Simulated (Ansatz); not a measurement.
# How V(100) screens a field, part 2 of 2

Aim: image plane and induced charge of V(100).

Ansatz 0.2.0; plane-wave DFT, PBE, Ansatz PAW (the session's first sound run).

So far. Step 8 (Atoms held, field -0.2 V/Å): The dipole is -0.167 e·Å.

## (9) Single point, field 0.4 V/Å

The input, input.yaml:

```yaml
crystal:
  lattice:
    - [3.02, 0.0, 0.0]
    - [0.0, 3.02, 0.0]
    - [0.0, 0.0, 30.08]
  atoms:
    - { symbol: V, position: [0.0, 0.0, 0.2992021277] }
    - { symbol: V, position: [0.5, 0.5, 0.3494015957] }
    - { symbol: V, position: [0.0, 0.0, 0.3996010638] }
    - { symbol: V, position: [0.5, 0.5, 0.4498005319] }
    - { symbol: V, position: [0.0, 0.0, 0.5] }
    - { symbol: V, position: [0.5, 0.5, 0.5501994681] }
    - { symbol: V, position: [0.0, 0.0, 0.6003989362] }
    - { symbol: V, position: [0.5, 0.5, 0.6505984043] }
    - { symbol: V, position: [0.0, 0.0, 0.7007978723] }
kpoints:
  mp_grid: { grid: [18, 18, 1] }
hamiltonian:
  xc: pbe
scf:
  occupations: { method: fermi_dirac, width: 0.1 }
  convergence: { dr2_threshold: 1.0e-10 }
efield:
  axis: 3
  dipole_correction: true
  ramp_position: 0.97
  ramp_width: 0.06
  amplitude: 0.4
output:
  forces: true
  write_potential: true
  write_density: true
  volumetric_format: npy
  elf: true
```

Run with:

```
$ ansatz run input.yaml --threads 4 --pin off --max-ram 6144MiB --backend cpu --events-out ev --progress --plain --runs-dir out
```

Numbers of over 12 decimals in the logs are rounded to 6 here.

What it wrote:

```text
[...]
Crystal: 9 atoms, lattice volume = 274.342 Å³
Basis set: ecut = 420 eV, 5293 PW (Γ), exchange–correlation on 48×48×432 points (8 copies of the dense FFT grid, shifted against one another)
Bands: 71, of which v1, the nominal top of the filled ones, is band 59 counted from 1 (58 counted from 0)
Symmetry: 8 space group operations
k-points: 55 of 324
[...]
k-point 0: bands = [... 55 lower, 5.5891, 5.5891, 5.7113, 5.7113, 5.7395, 5.7883, 5.7883, 5.8658, ... 8 higher]
  k-point 1: bands = [... 55 lower, 5.5766, 5.6345, 5.6373, 5.6578, 5.7105, 5.7629, 5.7820, 5.8885, ... 8 higher]
  k-point 2: bands = [... 55 lower, 5.4319, 5.5035, 5.5293, 5.6492, 5.7363, 5.7745, 5.8047, 5.8503, ... 8 higher]
  k-point 54: bands = [... 55 lower, 4.6632, 4.6632, 5.2903, 5.2903, 6.1103, 6.1103, 6.8700, 6.8730, ... 8 higher]
[key lines of the parts left out:]
SCF converged after 20 iterations
Free energy (F): -26208.943619 eV
Fermi energy:    5.329949 eV
Dipole field:    D = 0.220711 V/Å  (p = 0.334621 e·Å, saw-weighted, corrected)
```

It took 83 s on 4 threads of Arm Neoverse V2, shared host; peak memory 1.1 GiB.

Running mean over 1.51 Å of the planar mean, with the applied field; the ramp of the sawtooth is left out. Electron's electrostatic potential energy less the Fermi level against z:

| z (Å) | electron's electrostatic potential energy less the Fermi level (eV) |
| --- | --- |
| 5.0 | 3.17 |
| 7.5 | 1.89 |
| 10.0 | -7.82 |
| 12.5 | -7.76 |
| 15.0 | -7.71 |
| 17.5 | -7.76 |
| 20.0 | -7.80 |
| 22.5 | 1.47 |
| 25.0 | 4.55 |

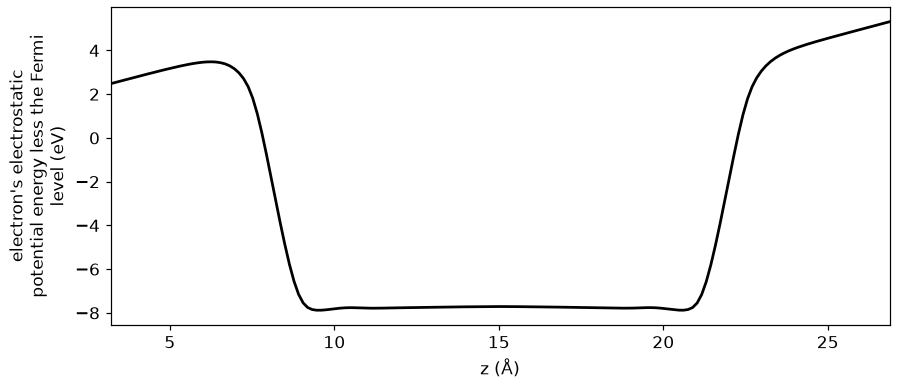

Electron's electrostatic potential energy less the Fermi level against z.

The dipole is 0.335 e·Å.

## (10) The response

This step: plane-wave DFT, PBE, Ansatz PAW; screening of a field by a metal slab (Ansatz 0.2.0).

The dipoles give the slope, and the difference of two potentials shows where the field is screened.

Numbers from this step:

- equivalent conductor thickness p/(ε₀AE): 16.58 Å
- distance between the outer atoms: 12.08 Å
- inner field over outer field: 3.65e-4
- image plane, upper face: 2.248 Å
- induced electrons on the upper face over ε₀E: -0.9985
- image plane, lower face: 2.247 Å
- induced electrons on the lower face over ε₀E: 0.9987

Dipole of the cell against applied field:

| applied field (V/Å) | dipole of the cell (e·Å) |
| --- | --- |
| -0.200 | -0.167 |
| -0.100 | -0.0835 |
| -0.050 | -0.0418 |
| 0.000 | 0 |
| 0.050 | 0.0418 |
| 0.100 | 0.0835 |
| 0.200 | 0.167 |
| 0.400 | 0.335 |

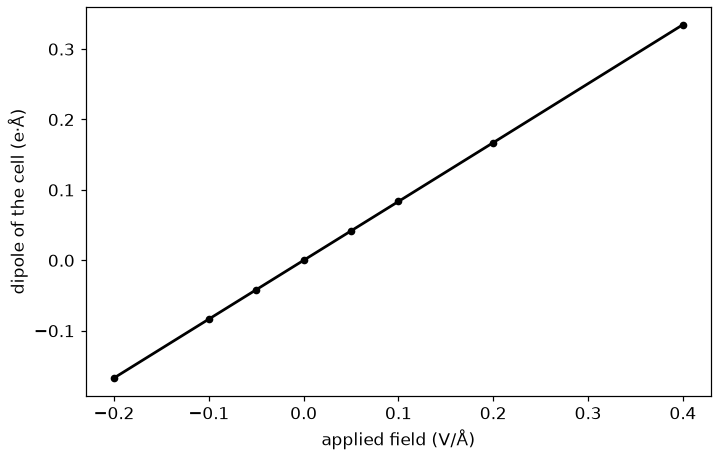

Dipole of the cell, plotted against applied field.

Local field over the applied field, running mean. From the potentials at -0.05 and 0.05 V/Å; running mean over 1.51 Å. The local field over applied field by z:

| z (Å) | local field over applied field |
| --- | --- |
| 5 | 0.968 |
| 6 | 0.856 |
| 7 | 0.495 |
| 8 | -0.00729 |
| 9 | -0.0552 |
| 10 | -6.0e-4 |
| 11 | 0.00302 |
| 12 | 8.4e-4 |
| 13 | -5.6e-4 |
| 14 | 3.6e-4 |
| 15 | 2.9e-4 |
| 16 | 4.0e-4 |
| 17 | -4.4e-4 |
| 18 | 6.4e-4 |
| 19 | 0.00346 |
| 20 | -2.6e-4 |
| 21 | -0.0458 |
| 22 | -0.0303 |
| 23 | 0.452 |
| 24 | 0.839 |
| 25 | 0.964 |

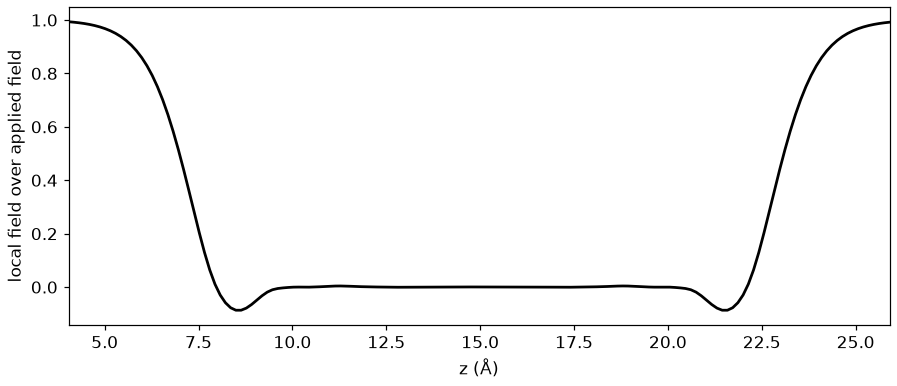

Local field over applied field, plotted against z.

Electrons, planar mean, per unit field. Induced electron density against z:

| z (Å) | induced electron density (e/Å³ per V/Å) |
| --- | --- |
| 6 | 9.7e-4 |
| 8 | 0.00261 |
| 10 | 6.2e-5 |
| 12 | 6.0e-5 |
| 14 | 1.7e-6 |
| 16 | -4.1e-6 |
| 18 | -6.0e-5 |
| 20 | -1.9e-5 |
| 22 | -0.00215 |
| 24 | -0.00109 |

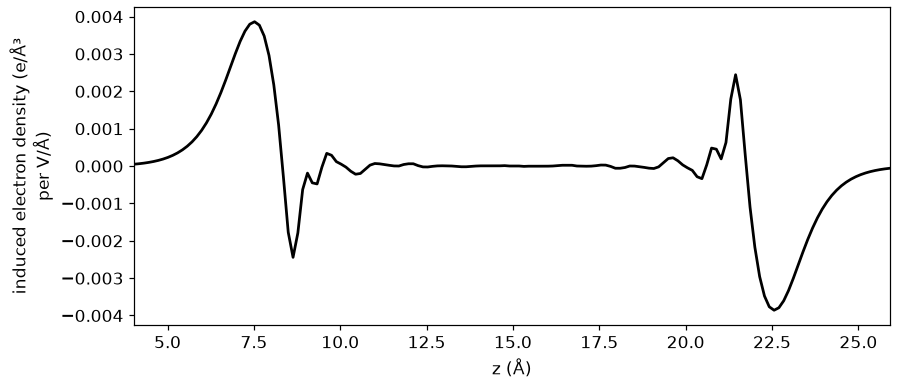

Induced electron density against z.

By hand: between -0.05 and 0.05 V/Å the dipole changes by 0.08355 e·Å, a slope of 0.8355 e·Å²/V. A perfect conductor of thickness t has p = ε₀AEt, so t = 180.95 × 0.8355 / 9.120 = 16.58 Å (e/ε₀ = 180.95 V·Å, A in Å²). Less the 12.08 Å between the outer atoms, and halved, that puts each image plane 2.25 Å out.

The induced dipole is that of a conductor 16.58 Å thick.

## (11) Varying the input: hamiltonian.xc = "r2scan"

This step: plane-wave DFT, PBE, Ansatz PAW, but for the change named below (Ansatz 0.2.0).

A run with a changed input: it repeats the earlier run at 0.05 V/Å with hamiltonian.xc from pbe to r2scan.

Edit input.yaml of step 9 so:

```diff
@@ -18,3 +18,3 @@
 hamiltonian:
-  xc: pbe
+  xc: r2scan
 scf:
@@ -27,3 +27,3 @@
   ramp_width: 0.06
-  amplitude: 0.4
+  amplitude: 0.05
 output:
@@ -33,2 +33 @@
   volumetric_format: npy
-  elf: true
```

What it wrote:

```text
[...]
Crystal: 9 atoms, lattice volume = 274.342 Å³
Basis set: ecut = 500 eV, 7021 PW (Γ), exchange–correlation on 96×96×900 points (64 copies of the dense FFT grid, shifted against one another)
Bands: 71, of which v1, the nominal top of the filled ones, is band 59 counted from 1 (58 counted from 0)
Symmetry: 8 space group operations
k-points: 55 of 324
[...]
SCF iter   1: F=—  HF=-26250.798487 eV  |F-HF|=—  |Δ(HF+E_count)|=         —  Δρ=3.65e-2  dr2=7.46e1  dr2_τ=2.94e-1  ethr=1.77e-3  p=0.000 e·Å  D=2.20e-13 V/Å  ΔV_dip=-0.00 eV  dr2_dipole=3.24e1  V_vac-E_F(+/−)=4.74/3.36 eV  ⟨swp⟩=8.3  Hψ=16854  notcnv=0
[...]
SCF iter  14: F=-26250.416706 eV  HF=-26250.416706 eV  |F-HF|=3.24e-10  |Δ(HF+E_count)|=  5.82e-10  Δρ=1.28e-7  dr2=6.92e-11  dr2_τ=2.97e-12  ethr=1.00e-12  p=0.042 e·Å  D=2.78e-2 V/Å  ΔV_dip=-0.84 eV  dr2_dipole=5.53e-13  V_vac-E_F(+/−)=4.11/3.57 eV  ⟨swp⟩=14.9  Hψ=24660  notcnv=0
SCF 1 converged in 14 iterations: F = -26250.416706 eV  dr2 = 6.92e-11
[...]
SCF converged after 14 iterations
Free energy (F): -26250.416706 eV
[...]
Internal energy: -26249.969076 eV  (E = F + TS)
E sigma→0 (E₀):  -26250.192891 eV
Entropy (-TS):   -0.447629 eV (-49.737 meV/atom)
Fermi energy:    5.320897 eV
Dipole field:    D = 0.027812 V/Å  (p = 0.042165 e·Å, saw-weighted, corrected)
Work function:   not extracted (applied field tilts the vacuum); planar V_es + V_field profile in the machine report
[...]
--- Forces (eV/Å), atoms counted from 1 ---
  atom   1  V      0.00000000     0.00000000     1.37106595
  atom   2  V      0.00000000     0.00000000    -0.77689442
  atom   3  V     -0.00000000     0.00000000    -0.34486571
  atom   4  V      0.00000000     0.00000000     0.18402798
  atom   5  V      0.00000000     0.00000000     0.00013672
  atom   6  V     -0.00000000     0.00000000    -0.18409589
  atom   7  V      0.00000000     0.00000000     0.34547577
  atom   8  V     -0.00000000     0.00000000     0.78008683
  atom   9  V      0.00000000     0.00000000    -1.37493293
  max |Σ_I F_I| component: 4.29e-6 eV/Å
--- Band table (eV; the first three rows and the last of 55) ---
  k-point 0: bands = [... 55 lower, 5.6111, 5.6111, 5.7652, 5.7652, 5.7956, 5.8252, 5.8252, 5.9214, ... 8 higher]
  k-point 1: bands = [... 55 lower, 5.6084, 5.6692, 5.6846, 5.6992, 5.7583, 5.7964, 5.8318, 5.9329, ... 8 higher]
  k-point 2: bands = [... 55 lower, 5.4537, 5.5356, 5.5602, 5.6992, 5.7729, 5.8185, 5.8576, 5.8719, ... 8 higher]
  k-point 54: bands = [... 55 lower, 4.5590, 4.5590, 5.1956, 5.1956, 6.0271, 6.0271, 6.9591, 6.9604, ... 8 higher]
```

It took 79 s on 4 threads; peak memory 1.7 GiB.

This step gave:

| Property | Result |
| --- | --- |
| energy at zero smearing | -26250.1929 eV |
| dipole along the normal | 0.04217 e·Å |

Force by atom:

| atom | x (eV/Å) | y (eV/Å) | z (eV/Å) | size |
| --- | --- | --- | --- | --- |
| V1 | 0.00 | 0.00 | 1.37 | 1.37 |
| V2 | 0.00 | 0.00 | -0.78 | 0.78 |
| V3 | 0.00 | 0.00 | -0.34 | 0.34 |
| V4 | 0.00 | 0.00 | 0.18 | 0.18 |
| V5 | 0.00 | 0.00 | 0.00 | 0.00 |
| V6 | 0.00 | 0.00 | -0.18 | 0.18 |
| V7 | 0.00 | 0.00 | 0.35 | 0.35 |
| V8 | 0.00 | 0.00 | 0.78 | 0.78 |
| V9 | 0.00 | 0.00 | -1.37 | 1.37 |

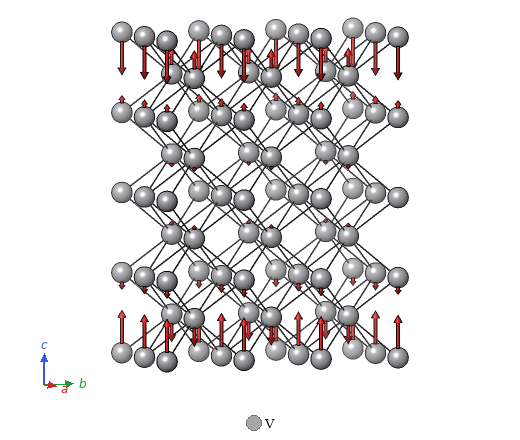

Force as arrows, the longest 1.37 eV/Å. 2×3×1 cells are drawn. Some periodic images of atoms are drawn too.

| quantity | this run | earlier run | difference |
| --- | --- | --- | --- |
| dipole along the normal (e·Å) | 0.04217 | 0.04178 | 3.9e-4 |

It moves by +0.00039 e·Å.

## (12) A changed input

This step: plane-wave DFT, PBE, Ansatz PAW (Ansatz 0.2.0).

An input spoilt on purpose, to show how the run answers: it repeats the earlier run at 0.05 V/Å with efield.ramp_width from 0.06 to 0.9, and scf.max_iter set to 80.

Edit input.yaml of step 11 so:

```diff
@@ -18,3 +18,3 @@
 hamiltonian:
-  xc: r2scan
+  xc: pbe
 scf:
@@ -22,2 +22,3 @@
   convergence: { dr2_threshold: 1.0e-10 }
+  max_iter: 80
 efield:
@@ -26,3 +27,3 @@
   ramp_position: 0.97
-  ramp_width: 0.06
+  ramp_width: 0.9
   amplitude: 0.05
```

What it wrote:

```text
Engine: ansatz 0.2.0, aarch64-unknown-linux-gnu
Pseudopotentials: kind: paw
Pseudopotential: V, paw, valence charge 13, recommended cutoff 420 eV (normal), V.paw.azcp
Functional definition: PBE
  parameter kappa = 0.804
  parameter beta = 0.066725
  exchange = pbe_x(kappa = kappa, mu = beta*pi^2/3)
  correlation = pbe_c(beta = beta)
Crystal: 9 atoms, lattice volume = 274.342 Å³
Basis set: ecut = 420 eV, 5293 PW (Γ), exchange–correlation on 48×48×432 points (8 copies of the dense FFT grid, shifted against one another)
Bands: 71, of which v1, the nominal top of the filled ones, is band 59 counted from 1 (58 counted from 0)
Symmetry: 8 space group operations
k-points: 55 of 324
Non-local potential: V, projectors of the file, l = 0: 3, l = 1: 2, l = 2: 3, l = 3: 1
PAW form: soft (Blöchl's): semilocal exchange-correlation on the pseudo side does not see the compensation charge
PAW one-centre angular grid: V, 590 points (default); XC on 64 Gauss nodes
Initial density: superposition of atomic densities (neutral atoms: chi_scale 0, normalization atom, screened)
Initial wavefunctions: pseudopotential atomic-orbital guess
Functional: x = pbe(κ = 0.804, μ = 0.219515), c = pbe(β = 0.066725)
Error: efield: ion 0 (V) at fractional coordinate 0.2992 along the field axis lies inside the sawtooth ramp with 2 of the planes that the density is read on at each end, [0.9607, 0.8793] — the ramp must sit in vacuum (an ion there feels the fictitious reversed slope); set or move the ramp (efield.ramp_position / ramp_width) or move the geometry
```

The job ended after 0.22 s (4 threads; peak memory 0.57 GiB).

The program refused the input before any cycle.

The program's message: “Error: efield: ion 0 (V) at fractional coordinate 0.2992 along the field axis lies inside the sawtooth ramp with 2 of the planes that the density is read on at each end, [0.9607, 0.8793] — the ramp mu …”

The fault put into the input: a ramp so wide that it reaches the atoms.

## (13) What came out

```yaml
work_function: 3.85 eV
image_plane_upper_face: 2.25 Å
induced_electrons_on_the_upper_face_over_eps_0e: -0.998
equivalent_conductor_thickness_p_eps_0ae: 16.6 Å
inner_field_over_outer_field: 3.6e-4
```

What this shows: The induced charge has its centre 2.25 Å outside the outermost atoms; this is the plane from which a capacitor's gap or an image potential counts. The equivalent conductor thickness exceeds the distance between the outer atoms by 4.50 Å, about the sum of the two image-plane distances. In the middle of the slab the field is screened to under 0.5 % of its outer value. The atoms are held at bulk positions with the tabulated experimental lattice constant. The main runs have no spin polarisation; a magnetic state could lie lower and would change these results.

[Logs are printed without paths, hosts, clocks, repeated set-up lines and the standing remarks that a program may print on its own settings, such as how far it seeks lower states.]

[Hosts, paths, dates, database ids (printed as entryN), source tags and the programs' standing remarks are cut or masked in the printed files.]

[Maps of the electrostatic potential energy from Ansatz leave out the sawtooth potential of an applied field or a dipole correction, so their vacuum need not be flat; planar profiles and work functions include it.]
